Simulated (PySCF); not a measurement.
Vertical excitations of a molecule C₂H₄BFO₂ from TDA-PBE/def2-SVPD (PySCF 2.14.0), as energy in eV (oscillator strength): 5.86 (0.020), 6.07 (0.017), 6.76 (0.005), 7.26 (0.003), 7.35 (0.011), 7.48 (0.004), 7.55 (0.042), 7.72 (0.007), 8.11 (0.013), 8.20 (0.007). Lowest triplet (TDA): 5.61 eV. Geometry optimised at PBE0-D3(BJ)/def2-SVP. The values are those of a single conformer.

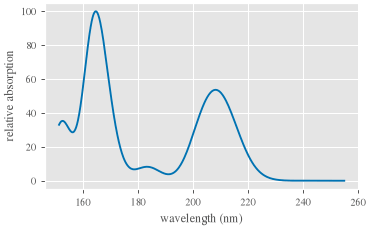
*The lines broadened by 0.4 eV.*

Problem. Which structure fits?
A. COB(F)C=O
B. FB1COCO1
C. C=COB(O)F
D. CC(=O)OBF

Solution. B, FB1COCO1
